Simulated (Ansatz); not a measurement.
## Nudged elastic band, with input and output: SiPNH$_{4}$S

System: SiPNH$_{4}$S.
Method: RHF/def2-SVP (Ansatz 0.2.0).

It belongs to a series of runs on one base structure; here: band between the two ends.

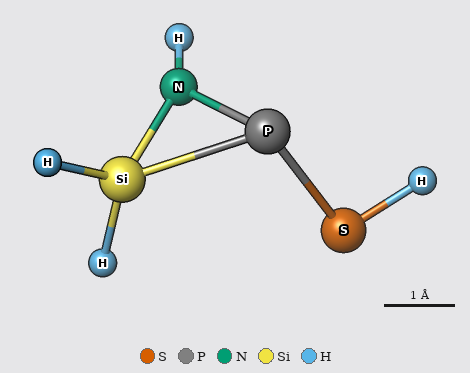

Figure 1. The starting structure (ball-and-stick view, seen at a tilt).

Results in brief

- outcome: converged
- barrier, forward: 0.169 eV
- barrier, backward: 0.095 eV
- hardware: 1 thread of Intel Xeon @ 2.50GHz (Skylake/Cascade Lake), 189 GiB of memory available, shared host
- wall time: 9.8 min
- peak memory: 0.21 GiB

The order of the saddle point was not checked.

Input file
```yaml
crystal:
  periodic: [false, false, false]
  atoms:
    - { symbol: S, position_ang: [-1.529582, 1.325369, -0.946126] }
    - { symbol: P, position_ang: [0.556286, 0.778814, -0.737542] }
    - { symbol: "N", position_ang: [0.731211, 0.130163, 0.867848] }
    - { symbol: Si, position_ang: [0.370359, -1.291861, 0.018759] }
    - { symbol: H, position_ang: [-1.326655, 2.644399, -1.002551] }
    - { symbol: H, position_ang: [0.818042, 0.578529, 1.75644] }
    - { symbol: H, position_ang: [1.424835, -2.300789, -0.174487] }
    - { symbol: H, position_ang: [-0.952196, -1.921824, 0.161859] }
basis:
  gaussian: { orbitals: def2-SVP }
hamiltonian:
  xc: hf
neb:
  order_check: false
  images: 5
  f_tol: 0.03
  max_iterations: 59
  final_atoms:
    - { symbol: S, position_ang: [-0.94172199, 2.00452417, -1.06504413] }
    - { symbol: P, position_ang: [0.8853184, 0.89974126, -0.72378182] }
    - { symbol: "N", position_ang: [0.7738546, 0.22602016, 0.87313707] }
    - { symbol: Si, position_ang: [0.27549368, -1.11292026, -0.04194976] }
    - { symbol: H, position_ang: [-1.85919255, 1.10450253, -0.69831085] }
    - { symbol: H, position_ang: [0.95768369, 0.61998177, 1.77306258] }
    - { symbol: H, position_ang: [1.14699999, -2.29671839, -0.13280154] }
    - { symbol: H, position_ang: [-1.14613581, -1.50233123, -0.04011156] }
  initial_path:
    images:
      - { positions_ang: [[-1.529582, 1.325369, -0.946126], [0.556286, 0.778814, -0.737542], [0.731211, 0.130163, 0.867848], [0.370359, -1.291861, 0.018759], [-1.326655, 2.644399, -1.002551], [0.818042, 0.578529, 1.75644], [1.424835, -2.300789, -0.174487], [-0.952196, -1.921824, 0.161859]] }
      - { positions_ang: [[-1.32661461, 1.49934162, -0.72809299], [0.68149255, 0.85782411, -0.68785588], [0.78110108, 0.12755654, 0.82638105], [0.36728073, -1.30652802, 0.13943492], [-1.42710311, 2.13462505, -1.08181376], [0.68228859, 0.58180627, 1.67518082], [1.33463358, -2.24101342, -0.29888178], [-1.0007788, -1.71081216, 0.09984764]] }
      - { positions_ang: [[-1.12364723, 1.67331425, -0.51005998], [0.8066991, 0.93683423, -0.63816977], [0.83099115, 0.12495008, 0.7849141], [0.36420246, -1.32119504, 0.26011083], [-1.52755122, 1.62485111, -1.16107653], [0.54653518, 0.58508354, 1.59392164], [1.24443216, -2.18123785, -0.42327657], [-1.0493616, -1.49980032, 0.03783628]] }
      - { positions_ang: [[-0.92067984, 1.84728687, -0.29202697], [0.93190565, 1.01584434, -0.58848365], [0.88088123, 0.12234363, 0.74344715], [0.36112418, -1.33586206, 0.38078675], [-1.62799933, 1.11507716, -1.24033929], [0.41078177, 0.58836081, 1.51266246], [1.15423073, -2.12146227, -0.54767135], [-1.0979444, -1.28878848, -0.02417508]] }
      - { positions_ang: [[-0.92769389, 1.8996993, -0.54969935], [0.91637657, 0.97714331, -0.63358304], [0.84520569, 0.15690247, 0.78667712], [0.33258068, -1.26154813, 0.23987458], [-1.70506374, 1.11155228, -1.05966315], [0.59308241, 0.59890113, 1.5994625], [1.15182049, -2.17988098, -0.40938141], [-1.1140082, -1.3599694, -0.02948724]] }
      - { positions_ang: [[-0.93470794, 1.95211174, -0.80737174], [0.90084748, 0.93844229, -0.67868243], [0.80953014, 0.19146132, 0.8299071], [0.30403718, -1.1872342, 0.09896241], [-1.78212814, 1.1080274, -0.878987], [0.77538305, 0.60944145, 1.68626254], [1.14941024, -2.23829968, -0.27109148], [-1.13007201, -1.43115031, -0.0347994]] }
      - { positions_ang: [[-0.94172199, 2.00452417, -1.06504413], [0.8853184, 0.89974126, -0.72378182], [0.7738546, 0.22602016, 0.87313707], [0.27549368, -1.11292026, -0.04194976], [-1.85919255, 1.10450253, -0.69831085], [0.95768369, 0.61998177, 1.77306258], [1.14699999, -2.29671839, -0.13280154], [-1.14613581, -1.50233123, -0.04011156]] }
```

Run as:
```bash
ansatz run input.yaml --threads 1 --pin off --max-ram 2048MiB --backend cpu --events-out ev --progress --plain --runs-dir out
```

The program's output
```
Engine: ansatz 0.2.0, x86_64-unknown-linux-gnu
Functional definition: HF
  exchange = exact_x
  correlation = 0
899 factors; integrals over basis functions are off by at most 3.6e-4 eV
mean field evaluation 1: about -29483.9428 eV, gradient 3.0e1 eV
mean field evaluation 2: about -29483.9840 eV, gradient 3.0e1 eV
mean field evaluation 4: about -29486.3377 eV, gradient 3.5e0 eV
mean field evaluation 8: about -29486.3900 eV, gradient 2.4e-1 eV
mean field -29486.39056456 eV, -1083.6048666543 hartree, gradient 2.9e-5 eV, S^2 0.000000; 0 other end points of the search recorded, 0 dependent functions left out
the calculation of the forces begins
reference -29486.39056456 eV, -1083.6048666543 hartree; 28, 28 occupied and 60, 60 virtual orbitals, 899 factors
899 factors; integrals over basis functions are off by at most 4.3e-4 eV
mean field evaluation 16: about -29485.5839 eV, gradient 1.7e1 eV
mean field -29486.31664365 eV, -1083.6021501109 hartree, gradient 2.7e-5 eV, S^2 0.000000; 0 other end points of the search recorded, 0 dependent functions left out
[... from here on the field's lines of each further geometry are left out, up to the last ...]
NEB iter   1: max|band force component| = 7.692e1 eV/Å  barrier→ = 18.9392 eV  barrier← = 18.8653 eV  Δτ_max = 0.1990 Å  (300 SCF iters)
NEB iter   2: max|band force component| = 2.840e1 eV/Å  barrier→ = 6.1819 eV  barrier← = 6.1080 eV  Δτ_max = 0.2000 Å  (179 SCF iters)
NEB iter   3: max|band force component| = 1.568e1 eV/Å  barrier→ = 2.5717 eV  barrier← = 2.4978 eV  Δτ_max = 0.2000 Å  (169 SCF iters)
NEB iter   4: max|band force component| = 5.836e0 eV/Å  barrier→ = 0.7992 eV  barrier← = 0.7253 eV  Δτ_max = 0.1854 Å  (167 SCF iters)
NEB iter   5: max|band force component| = 2.711e0 eV/Å  barrier→ = 0.3627 eV  barrier← = 0.2888 eV  Δτ_max = 0.1189 Å  (166 SCF iters)
NEB iter   6: max|band force component| = 1.299e0 eV/Å  barrier→ = 0.2594 eV  barrier← = 0.1855 eV  Δτ_max = 0.0650 Å  (169 SCF iters)
NEB iter   7: max|band force component| = 6.043e-1 eV/Å  barrier→ = 0.2193 eV  barrier← = 0.1454 eV  Δτ_max = 0.0778 Å  (162 SCF iters)
NEB iter   8: max|band force component| = 3.828e-1 eV/Å  barrier→ = 0.2053 eV  barrier← = 0.1314 eV  CI = image 3  Δτ_max = 0.0939 Å  (170 SCF iters)
NEB iter   9: max|band force component| = 3.039e-1 eV/Å  barrier→ = 0.1915 eV  barrier← = 0.1175 eV  CI = image 3  Δτ_max = 0.1950 Å  (168 SCF iters)
NEB iter  10: max|band force component| = 9.401e-1 eV/Å  barrier→ = 0.2045 eV  barrier← = 0.1306 eV  CI = image 5  Δτ_max = 0.1006 Å  (167 SCF iters)
NEB iter  11: max|band force component| = 7.724e-1 eV/Å  barrier→ = 0.1756 eV  barrier← = 0.1017 eV  CI = image 3  Δτ_max = 0.2000 Å  (167 SCF iters)
NEB iter  12: max|band force component| = 6.830e-1 eV/Å  barrier→ = 0.1732 eV  barrier← = 0.0992 eV  CI = image 3  Δτ_max = 0.1290 Å  (168 SCF iters)
NEB iter  13: max|band force component| = 4.746e-1 eV/Å  barrier→ = 0.1714 eV  barrier← = 0.0975 eV  CI = image 3  Δτ_max = 0.0630 Å  (165 SCF iters)
NEB iter  14: max|band force component| = 1.898e-1 eV/Å  barrier→ = 0.1700 eV  barrier← = 0.0961 eV  CI = image 3  Δτ_max = 0.0371 Å  (169 SCF iters)
NEB iter  15: max|band force component| = 7.969e-2 eV/Å  barrier→ = 0.1696 eV  barrier← = 0.0956 eV  CI = image 3  Δτ_max = 0.0130 Å  (165 SCF iters)
NEB iter  16: max|band force component| = 5.386e-2 eV/Å  barrier→ = 0.1693 eV  barrier← = 0.0954 eV  CI = image 3  Δτ_max = 0.1838 Å  (137 SCF iters)
NEB iter  17: max|band force component| = 3.341e0 eV/Å  barrier→ = 0.6293 eV  barrier← = 0.5554 eV  CI = image 2  Δτ_max = 0.0962 Å  (149 SCF iters)
NEB iter  18: max|band force component| = 3.174e0 eV/Å  barrier→ = 0.5620 eV  barrier← = 0.4881 eV  CI = image 2  Δτ_max = 0.1881 Å  (172 SCF iters)
NEB iter  19: max|band force component| = 2.481e0 eV/Å  barrier→ = 0.3418 eV  barrier← = 0.2679 eV  CI = image 2  Δτ_max = 0.1971 Å  (165 SCF iters)
NEB iter  20: max|band force component| = 2.227e0 eV/Å  barrier→ = 0.2646 eV  barrier← = 0.1907 eV  CI = image 2  Δτ_max = 0.1951 Å  (166 SCF iters)
NEB iter  21: max|band force component| = 1.930e0 eV/Å  barrier→ = 0.1706 eV  barrier← = 0.0966 eV  CI = image 4  Δτ_max = 0.2000 Å  (164 SCF iters)
NEB iter  22: max|band force component| = 8.092e-1 eV/Å  barrier→ = 0.1698 eV  barrier← = 0.0959 eV  CI = image 4  Δτ_max = 0.1924 Å  (166 SCF iters)
NEB iter  23: max|band force component| = 5.326e-1 eV/Å  barrier→ = 0.1831 eV  barrier← = 0.1091 eV  CI = image 3  Δτ_max = 0.1968 Å  (155 SCF iters)
NEB iter  24: max|band force component| = 1.048e0 eV/Å  barrier→ = 0.1687 eV  barrier← = 0.0948 eV  CI = image 4  Δτ_max = 0.1998 Å  (167 SCF iters)
NEB iter  25: max|band force component| = 3.028e-1 eV/Å  barrier→ = 0.1692 eV  barrier← = 0.0953 eV  CI = image 4  Δτ_max = 0.0749 Å  (168 SCF iters)
NEB iter  26: max|band force component| = 1.320e-1 eV/Å  barrier→ = 0.1692 eV  barrier← = 0.0953 eV  CI = image 4  Δτ_max = 0.0173 Å  (144 SCF iters)
NEB iter  27: max|band force component| = 8.208e-2 eV/Å  barrier→ = 0.1691 eV  barrier← = 0.0952 eV  CI = image 4  Δτ_max = 0.0070 Å  (138 SCF iters)
NEB iter  28: max|band force component| = 4.983e-2 eV/Å  barrier→ = 0.1691 eV  barrier← = 0.0952 eV  CI = image 4  Δτ_max = 0.0042 Å  (135 SCF iters)
NEB iter  29: max|band force component| = 3.159e-2 eV/Å  barrier→ = 0.1691 eV  barrier← = 0.0952 eV  CI = image 4  Δτ_max = 0.0029 Å  (130 SCF iters)
the calculation of the forces begins
reference -29486.26964537 eV, -1083.6004229559 hartree; 28, 28 occupied and 60, 60 virtual orbitals, 900 factors
899 factors; integrals over basis functions are off by at most 4.1e-4 eV
mean field -29486.22145333 eV, -1083.5986519311 hartree, gradient 7.0e-5 eV, S^2 0.000000; 1 other end points of the search recorded, 0 dependent functions left out
the calculation of the forces begins
reference -29486.22145333 eV, -1083.5986519311 hartree; 28, 28 occupied and 60, 60 virtual orbitals, 899 factors
NEB iter  30: max|band force component| = 2.585e-2 eV/Å  barrier→ = 0.1691 eV  barrier← = 0.0952 eV  CI = image 4  Δτ_max = 0.0000 Å  (312 SCF iters)
```

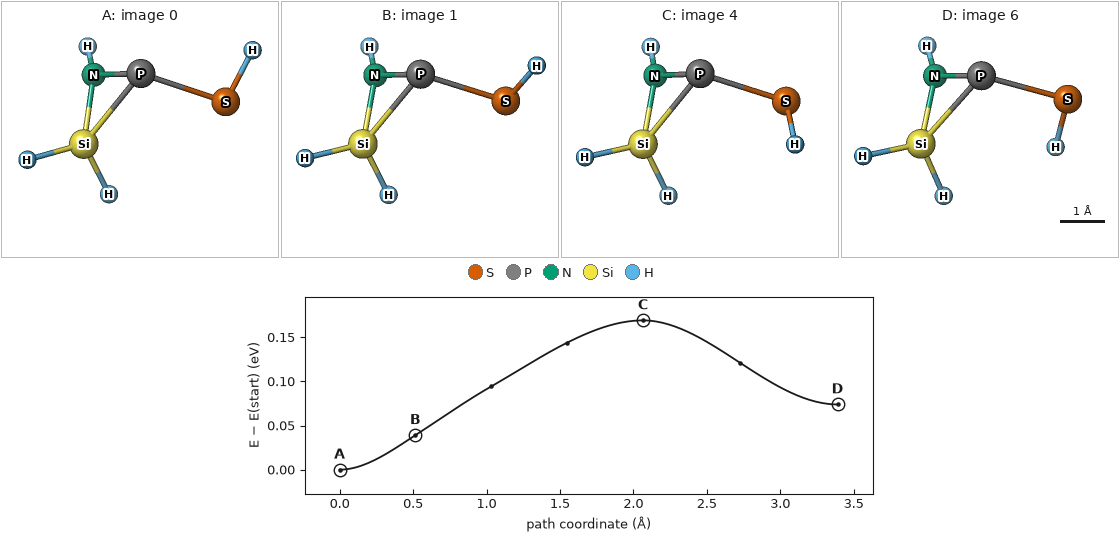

Figure 2. Images of the last band (counted from 0; ball-and-stick, seen at a tilt) above the energy along the path; the line is a cubic interpolation that uses the forces. The highest image is number 4, 0.169 eV above the start and 0.095 eV above the end (the climbing image); the end lies 0.074 eV above the start. The path is 3.39 Å long. The band converged in 30 iterations.

```
Total energy: -29486.22145333 eV, -1083.5986519311 hartree
Atom 0 at    -1.241959     1.892200    -0.482089 Å, force    -0.000599     0.000085     0.000133 eV/Å
Atom 1 at     0.752007     0.963422    -0.579493 Å, force     0.000916     0.000178    -0.000100 eV/Å
Atom 2 at     0.881789     0.143178     0.944700 Å, force    -0.001372    -0.000468     0.000586 eV/Å
Atom 3 at     0.267235    -1.123468     0.004445 Å, force     0.000868     0.000640     0.000685 eV/Å
Atom 4 at    -1.699100     1.385331    -1.630434 Å, force     0.000237     0.000098     0.000151 eV/Å
Atom 5 at     1.103792     0.492774     1.853357 Å, force     0.000048    -0.000189    -0.001493 eV/Å
Atom 6 at     1.158354    -2.251690    -0.313029 Å, force    -0.000007    -0.000310    -0.000155 eV/Å
Atom 7 at    -1.129818    -1.558948     0.146742 Å, force    -0.000092    -0.000035     0.000193 eV/Å
Dipole moment:     0.074423    -0.484471     0.082545 e Å
this run last wrote the band of iteration 30 to [file]
```

The last band as extended XYZ (Å, eV, eV/Å)
```
8
Properties=species:S:1:pos:R:3:forces:R:3 image=0 energy=-29486.39057
S    -1.5296    1.3254   -0.9461    0.0004   0.0002  -0.0011
P     0.5563    0.7788   -0.7375   -0.0018   0.0002   0.0060
N     0.7312    0.1302    0.8678    0.0015   0.0007  -0.0036
Si    0.3704   -1.2919    0.0188   -0.0013  -0.0021  -0.0007
H    -1.3267    2.6444   -1.0026    0.0014  -0.0023   0.0011
H     0.8180    0.5785    1.7564   -0.0007   0.0019  -0.0014
H     1.4248   -2.3008   -0.1745    0.0004   0.0003  -0.0002
H    -0.9522   -1.9218    0.1619    0.0000   0.0011  -0.0001
8
Properties=species:S:1:pos:R:3:forces:R:3 image=1 energy=-29486.35146
S    -1.5586    1.4343   -0.6719   -0.0189  -0.0359  -0.0504
P     0.5245    0.8218   -0.6512   -0.0111  -0.0117  -0.0169
N     0.7443    0.1060    0.9126   -0.0019  -0.0003  -0.0103
Si    0.3718   -1.2818    0.0040    0.0009  -0.0121   0.0051
H    -1.3550    2.5495   -1.3752    0.0223   0.0650   0.0543
H     0.8968    0.5087    1.8147   -0.0072   0.0175  -0.0137
H     1.4207   -2.2868   -0.2384    0.0071  -0.0049   0.0111
H    -0.9521   -1.9090    0.1496    0.0088  -0.0177   0.0208
8
Properties=species:S:1:pos:R:3:forces:R:3 image=2 energy=-29486.29621
S    -1.4817    1.5843   -0.4563   -0.0225  -0.0238  -0.0116
P     0.5716    0.8659   -0.6215   -0.0181  -0.0296  -0.0090
N     0.7912    0.1160    0.9214   -0.0026   0.0269  -0.0170
Si    0.3422   -1.2448    0.0027    0.0001  -0.0151   0.0040
H    -1.4849    2.2201   -1.6304    0.0203   0.0740   0.0131
H     1.0041    0.5040    1.8177   -0.0038   0.0005  -0.0084
H     1.3521   -2.2849   -0.2574    0.0166  -0.0097   0.0142
H    -1.0023   -1.8179    0.1680    0.0100  -0.0232   0.0146
8
Properties=species:S:1:pos:R:3:forces:R:3 image=3 energy=-29486.24670
S    -1.3726    1.7324   -0.3924   -0.0194  -0.0257   0.0073
P     0.6598    0.9263   -0.5829   -0.0163  -0.0110  -0.0095
N     0.8414    0.1248    0.9398   -0.0013   0.0003  -0.0048
Si    0.3030   -1.1826   -0.0036    0.0039  -0.0120   0.0045
H    -1.5968    1.8125   -1.7073    0.0143   0.0654  -0.0138
H     1.0678    0.4809    1.8453    0.0022   0.0085  -0.0087
H     1.2588   -2.2634   -0.2995    0.0094  -0.0071   0.0114
H    -1.0691   -1.6882    0.1447    0.0073  -0.0184   0.0135
8
Properties=species:S:1:pos:R:3:forces:R:3 image=4 energy=-29486.22145
S    -1.2420    1.8922   -0.4821   -0.0006   0.0001   0.0001
P     0.7520    0.9634   -0.5795    0.0009   0.0002  -0.0001
N     0.8818    0.1432    0.9447   -0.0014  -0.0005   0.0006
Si    0.2672   -1.1235    0.0044    0.0009   0.0006   0.0007
H    -1.6991    1.3853   -1.6304    0.0002   0.0001   0.0002
H     1.1038    0.4928    1.8534    0.0000  -0.0002  -0.0015
H     1.1584   -2.2517   -0.3130    0.0000  -0.0003  -0.0002
H    -1.1298   -1.5589    0.1467   -0.0001   0.0000   0.0002
8
Properties=species:S:1:pos:R:3:forces:R:3 image=5 energy=-29486.26965
S    -1.0412    2.0418   -0.7886    0.0364   0.0292  -0.0503
P     0.8419    0.9590   -0.6197    0.0176   0.0044   0.0023
N     0.8398    0.1798    0.9375   -0.0119   0.0013   0.0028
Si    0.2609   -1.0937   -0.0076    0.0011   0.0061  -0.0083
H    -1.8455    1.0744   -1.2320   -0.0243  -0.0516   0.0760
H     1.0698    0.5307    1.8437   -0.0146  -0.0014   0.0058
H     1.1220   -2.2602   -0.2634   -0.0014   0.0024  -0.0003
H    -1.1555   -1.4890    0.0744   -0.0028   0.0097  -0.0280
8
Properties=species:S:1:pos:R:3:forces:R:3 image=6 energy=-29486.31664
S    -0.9417    2.0045   -1.0650    0.0053  -0.0068   0.0021
P     0.8853    0.8997   -0.7238   -0.0043   0.0080   0.0040
N     0.7739    0.2260    0.8731    0.0041   0.0076  -0.0056
Si    0.2755   -1.1129   -0.0420   -0.0035  -0.0071   0.0027
H    -1.8592    1.1045   -0.6983   -0.0012   0.0021  -0.0007
H     0.9577    0.6200    1.7731   -0.0023  -0.0050  -0.0036
H     1.1470   -2.2967   -0.1328    0.0012  -0.0009   0.0014
H    -1.1461   -1.5023   -0.0401    0.0007   0.0021  -0.0003
```
